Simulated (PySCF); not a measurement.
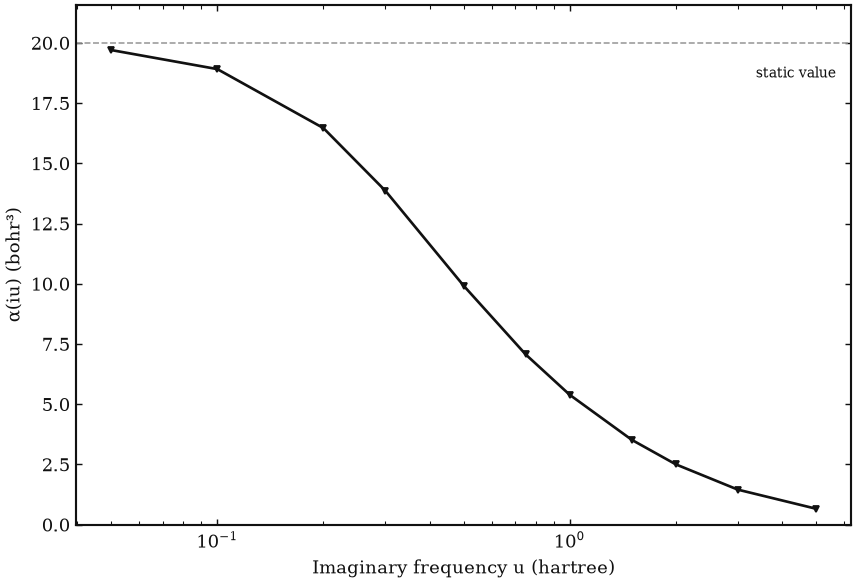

Dipole polarisability at imaginary frequency of Tl⁺ ([Xe] 4f¹⁴ 5d¹⁰ 6s²). Coupled response at the PBE level; PySCF, aug-cc-pwCVTZ-DK3, spin-free X2C-1e, unrestricted single determinants, no spin-orbit coupling.

What follows from the curve?

Answer. The static dipole polarisability is 20.0 bohr³; α(iu) falls to half of it near u = 0.50 hartree. The Casimir–Polder integral gives C₆ = 161 hartree bohr⁶ for two such species.
